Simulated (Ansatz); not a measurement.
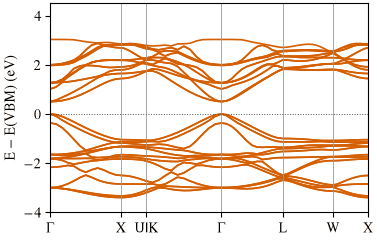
Figure: Band structure from the program Ansatz at the PBE with spin–orbit coupling level (PAW)

Q: Read off the gap and where the band edges lie.

A: About 0.5 eV (0.50 eV by a search for the band edges); maximum at Γ, minimum at Γ.

The material is Ca₆Sb₂PN in space group Fm-3m (No. 225; Ca on 24e, Sb on 8c, P on 4a, N on 4b).

The start of the workflow was typed in or built on a structure type; neither database checked (COD, Materials Project) lists it. Whether it is the stable phase at ambient conditions was not checked. The PBE relaxation kept the symmetry of its start; its stability against distortions is not shown here.

Potentials: the later of the program's two PAW sets.
